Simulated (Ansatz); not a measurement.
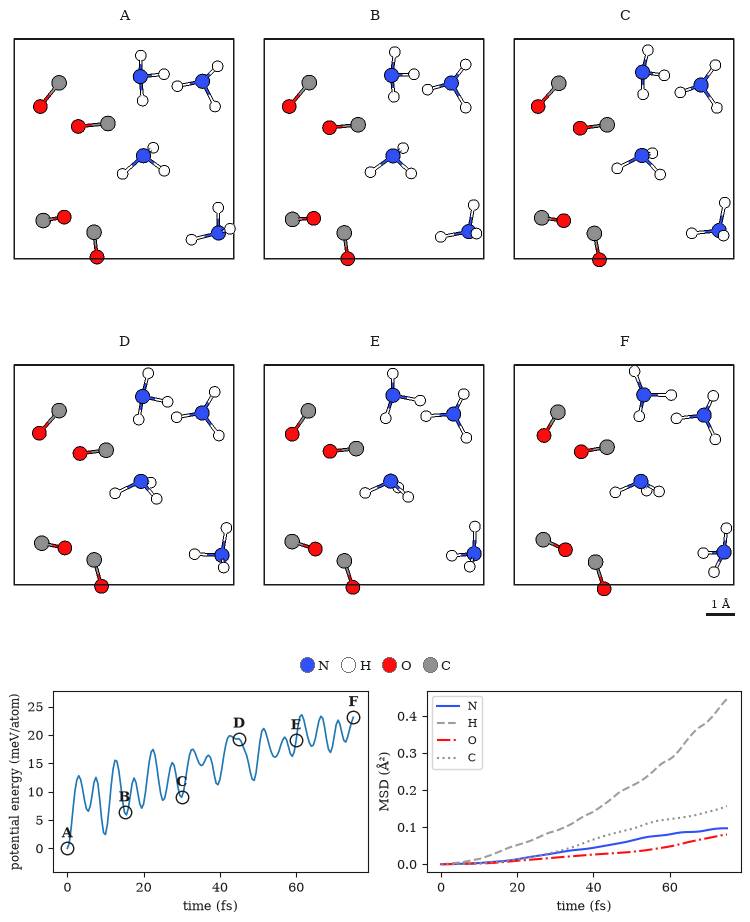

First-principles dynamics of a periodic cell with 4 NH3 + 4 CO at 0.593 g/cm³, 75 fs long. Frames (A at 0 fs, B at 15 fs, C at 30 fs, D at 45 fs, E at 60 fs, F at 75 fs) and the history of the run. A ball-and-stick model of the simulation cell, seen along the b axis.

Method: DFT PBE-D3(BJ), scalar-relativistic, plane waves, PAW in Ansatz 0.2.0. Settings: plane-wave cutoff 420 eV; k-point mesh 1 × 1 × 1; Fermi-Dirac smearing 0.05 eV; low-accuracy preset; Langevin thermostat (NVT); set temperature 250 K; time step 0.5 fs; friction 0.02 per fs.

Q: What do the frames and curves show?

A: In the second half of the run the atoms are, in the root-mean-square, this far from where they began (common drift taken out): H 0.52 Å, C 0.33 Å, N 0.27 Å, O 0.22 Å. The heavy atoms stay within a fraction of a molecule's size of their starting places; so short a run doesn't tell a liquid from a solid. The mean temperature in the second half is 220 K (standard deviation 22 K). The potential energy in the second half lies on average 18.4 meV per atom above the first frame.

Limits of the set-up: the program's low-accuracy preset was used; the periodic images lie only 8.0 Å apart, so the values are limited by the cell's size.

Cost: 12 min on 1 thread of AMD EPYC 7571, with other jobs on the host, peak memory 0.52 GiB.
